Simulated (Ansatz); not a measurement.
## Electronic structure of C2H3F2N (SMILES CN=C(F)F) in real space

Input

```
crystal:
  periodic: [false, false, false]
  atoms:
    - { symbol: C, position_ang: [-0.7921, -0.2518, 0.5781] }
    - { symbol: "N", position_ang: [0.2149, 0.7555, 0.298] }
    - { symbol: C, position_ang: [0.9944, 0.3777, -0.6394] }
    - { symbol: F, position_ang: [1.97912, 1.08538, -1.1523] }
    - { symbol: F, position_ang: [0.75407, -0.80158, -1.26965] }
    - { symbol: H, position_ang: [-1.4869, 0.1984, 1.3579] }
    - { symbol: H, position_ang: [-0.4067, -1.161, 0.916] }
    - { symbol: H, position_ang: [-1.4272, -0.3541, -0.3247] }
basis:
  gaussian: { orbitals: def2-SVP }
hamiltonian:
  xc: b3lyp
  dispersion: d4
relax:
  f_tol: 0.015
  max_steps: 40
output:
  orbitals: {}
```

Launched as:

```sh
ansatz run input.yaml --threads 1 --pin off --max-ram 2048MiB --backend cpu --events-out ev --progress --plain --runs-dir out
```

The fields are those of the relaxed geometry.

Theory: RKS B3LYP-D4/def2-SVP (Ansatz).

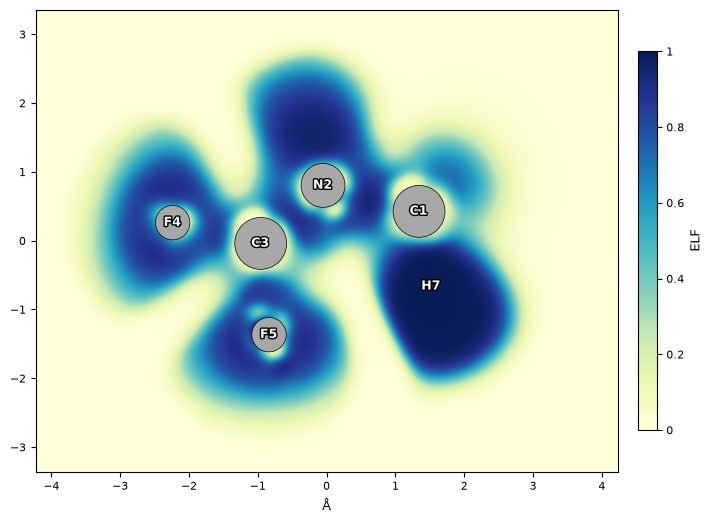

Figure 1. ELF on the plane of atoms F4, C3 and F5. Grey discs cover the atomic cores.

Read the bonding off the picture.

- The plane passes through C, N, F and H nuclei.
- C–N (1.24 Å): the ELF peaks at about 0.85 between the atoms: a multiple bond.
- C–F (1.31 Å): the ELF peaks at about 0.85 between the atoms; a polar covalent bond.
- C–H (1.10 Å): the ELF climbs to about 1 towards the hydrogen, as it does in any bond to H (an ordinary covalent bond to hydrogen).
- The ELF also peaks beside F5, F4 and N2, away from the bonds: lone-pair regions.

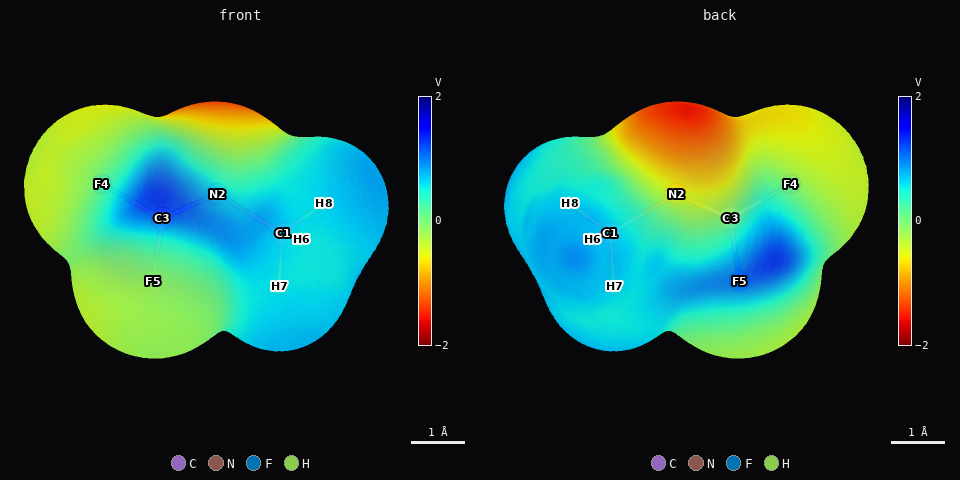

Figure 2. The molecular electrostatic potential painted on the density surface at 0.002 e/bohr³, seen from the front and from behind; red is negative and blue positive.

Describe the electrostatic potential map.

The most negative region (about −1.6 V) lies over N2, the most positive (about +1.3 V) over the π face of C3. N2 is the likeliest acceptor of a hydrogen bond.

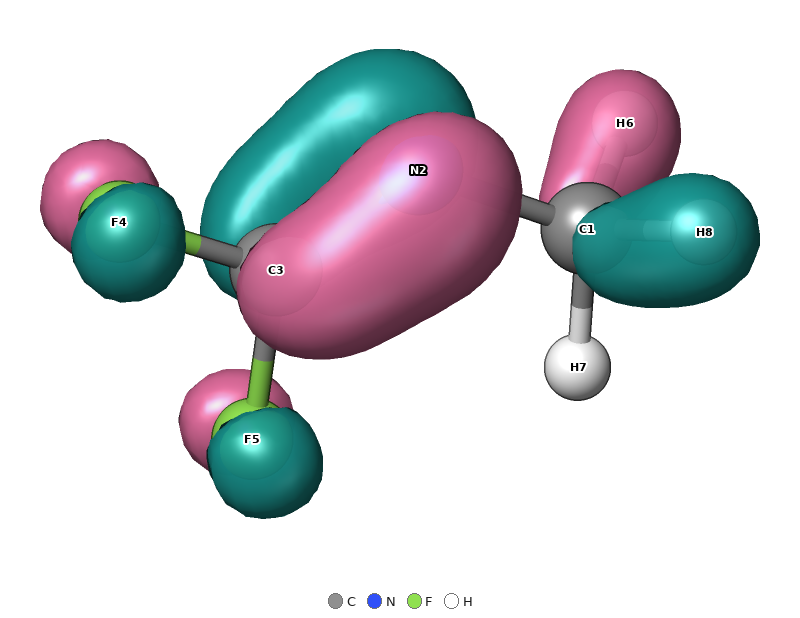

Figure 3. The HOMO−1 at ±0.2 Å⁻³ᐟ² (teal and pink are the two phases), seen at a tilt.

Where does this orbital lie, and at what energy?

It lies mainly on N2 (about 40 %), C3 (about 20 %), C1 (about 10 %), F4 (about 10 %) and F5 (about 10 %). Its energy is −8.32 eV.
